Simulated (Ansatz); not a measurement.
# Calculations on CH5AlO

Part 1: Relaxation

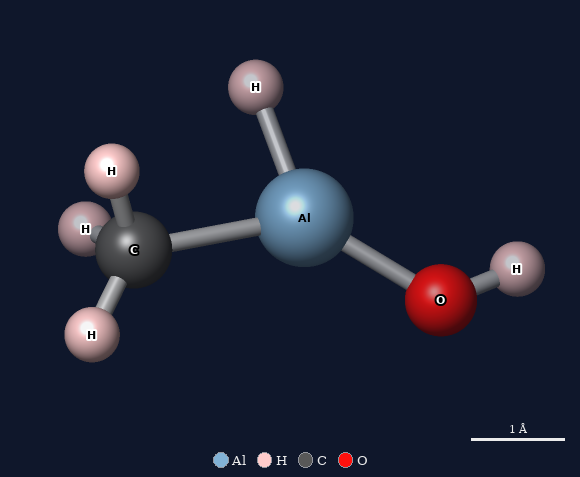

Starting structure of CH₅AlO. Style: ball-and-stick. Shown at a tilt.

The run prepares an end point of a later path (reaction) calculation, from a guessed geometry.

Method: RKS PBE-D4/def2-SVPD (Ansatz 0.2.0).

Input
```yaml
crystal:
  periodic: [false, false, false]
  atoms:
    - { symbol: Al, position_ang: [0.175858, -0.180584, 0.222343] }
    - { symbol: H, position_ang: [0.546239, -0.458603, 1.707079] }
    - { symbol: C, position_ang: [2.087915, 0.085162, -0.0101] }
    - { symbol: H, position_ang: [2.481805, -0.888428, 0.355811] }
    - { symbol: H, position_ang: [2.651441, 0.362586, -0.922371] }
    - { symbol: H, position_ang: [2.329668, 0.817366, 0.789074] }
    - { symbol: O, position_ang: [-1.227479, -0.169086, -0.78876] }
    - { symbol: H, position_ang: [-2.114747, -0.415213, -0.488975] }
basis:
  gaussian: { orbitals: def2-SVPD }
hamiltonian:
  xc: pbe
  dispersion: d4
relax:
  f_tol: 0.03
  max_steps: 50
```

Launched with:
```bash
ansatz run input.yaml --threads 2 --pin off --max-ram 3072MiB --backend cpu --events-out ev --progress --plain --runs-dir out
```

> Predict the outcome.

The atom that moves furthest after the best rigid fit is H2 (0.84 Å). By element the largest moves are H 0.84 Å, Al 0.32 Å, O 0.31 Å, C 0.04 Å. Near-neighbour distances that change, for instance: Al1–H2 1.555 → 1.599 Å, Al1–O7 1.730 → 1.742 Å, Al1–C3 1.944 → 1.953 Å. Bond angles that change, for instance: H2–Al1–C3 84.5° → 125.4°, C3–Al1–O7 136.6° → 116.2°, H2–Al1–O7 138.8° → 118.4°. After 8 geometry steps the energy has fallen by 0.713 eV. The largest force component goes from 1.2 to 0.014 eV/Å.

The structure at the end:

```xyz
8

Al    0.2707   -0.2558    0.5224
H    -0.2236   -0.5967    2.0044
C     2.1223    0.0735   -0.0049
H     2.7583   -0.8206    0.1645
H     2.2036    0.3460   -1.0756
H     2.5779    0.8919    0.5907
O    -0.9174   -0.1677   -0.7483
H    -1.8612   -0.3173   -0.5892
```

The end point in the same view:

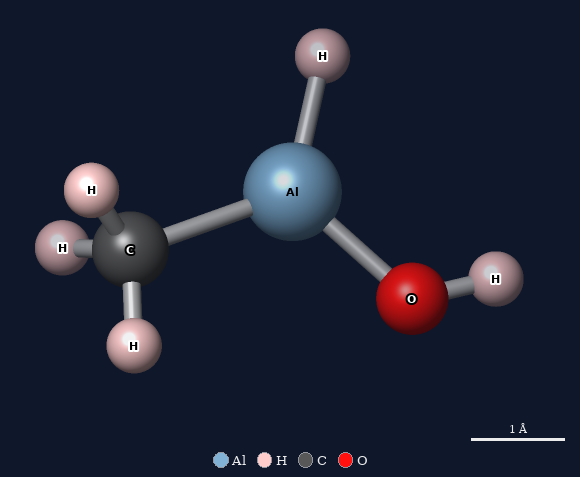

Part 2: Relaxation

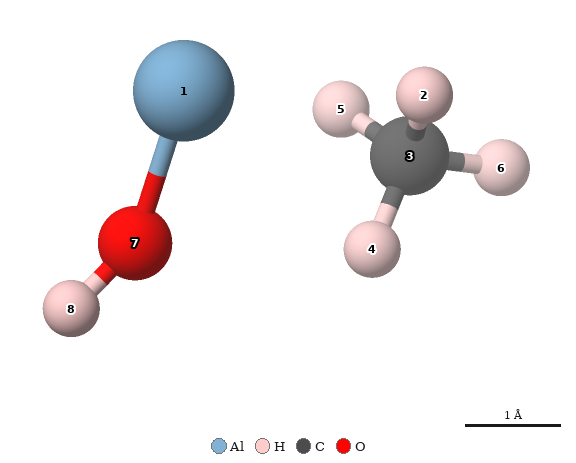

CH$_{5}$AlO, before the relaxation. Style: ball-and-stick. Shown at a tilt.

The run prepares an end point of a later path (reaction) calculation, from a guessed geometry.

These are results of RKS PBE-D4/def2-SVPD in Ansatz 0.2.0, not measurements.

Input
```yaml
crystal:
  periodic: [false, false, false]
  atoms:
    - { symbol: Al, position_ang: [-0.980709, 0.710294, 0.530515] }
    - { symbol: H, position_ang: [1.621393, 0.34655, 1.380309] }
    - { symbol: C, position_ang: [2.116466, 0.013442, 0.44676] }
    - { symbol: H, position_ang: [1.620185, -0.894599, 0.062096] }
    - { symbol: H, position_ang: [2.050777, 0.81562, -0.31091] }
    - { symbol: H, position_ang: [3.179812, -0.199983, 0.660847] }
    - { symbol: O, position_ang: [-1.062335, -0.56417, -0.64961] }
    - { symbol: H, position_ang: [-1.614889, -1.073954, -1.255908] }
basis:
  gaussian: { orbitals: def2-SVPD }
hamiltonian:
  xc: pbe
  dispersion: d4
relax:
  f_tol: 0.03
  max_steps: 50
```

Command:
```bash
ansatz run input.yaml --threads 2 --pin off --max-ram 3072MiB --backend cpu --events-out ev --progress --plain --runs-dir out
```

**What does the optimiser find from here?**

The largest move after the best rigid fit is that of Al1, 0.46 Å. By element the largest moves are Al 0.46 Å, O 0.30 Å, H 0.29 Å, C 0.13 Å. Among the contacts that change: Al1–O7 1.739 → 1.722 Å. Among the angles between lasting bonds that change: Al1–O7–H8 147.1° → 167.0°. After 10 accepted moves (15 points after the start) the energy has fallen by 4.79 kJ/mol. The largest force component goes from 0.21 to 0.013 eV/Å. The line search rejected the trial steps at points 3, 6, 9, 11, 13 of the run. The forces were under the threshold at step 10, but the run went on from there.

The structure at the end:

```xyz
8

Al   -1.3943    0.8412    0.3739
H     1.8876    0.2874    1.4914
C     2.2442    0.0233    0.4791
H     1.5871   -0.7518    0.0463
H     2.2214    0.9220   -0.1634
H     3.2793   -0.3578    0.5430
O    -1.3570   -0.5486   -0.6420
H    -1.5375   -1.2625   -1.2643
```

After the run, drawn alike:

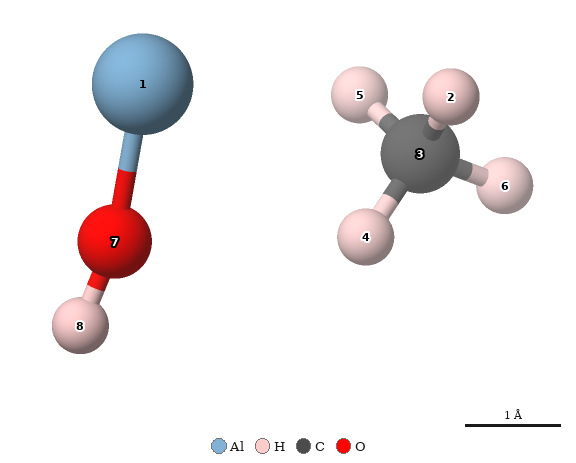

Limits of the set-up: the start holds two separate molecules, 2.8 Å apart at their closest, whose relative position is a soft coordinate.

Part 3: Path

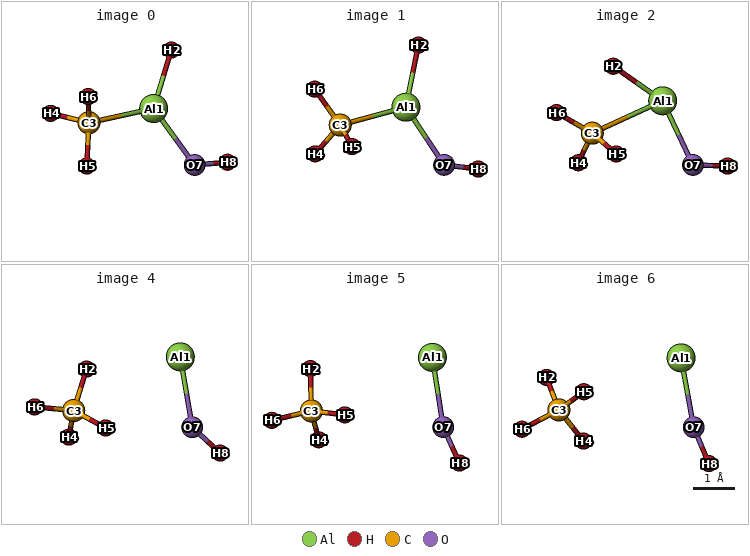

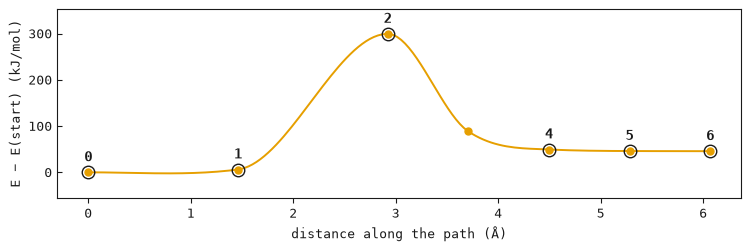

NEB run on CH5AlO. Images are numbered from 0 (start) to 6 (end). Style: ball-and-stick. Shown at a tilt.

Level of theory: RKS PBE-D4/def2-SVPD in Ansatz. Settings: 5 movable images; climbing image; force threshold 0.05 eV/Å; iteration limit 60; starting path through a guess of the saddle point.

**What happens along the path, and what is the barrier?**

The energy climbs by 299.4 kJ/mol to image 2 and then falls by 253.7 kJ/mol, so the end point sits at +45.7 kJ/mol. Breaking: Al1–C3 (1.95 → 2.18 at the top → 3.73 Å), Al1–H2 (1.60 → 1.59 at the top → 3.51 Å). Forming: H2–C3 (3.16 → 1.79 at the top → 1.11 Å). The band is converged. At the top, the vibrational analysis gives one imaginary mode (1259i cm⁻¹), as a transition state must have.
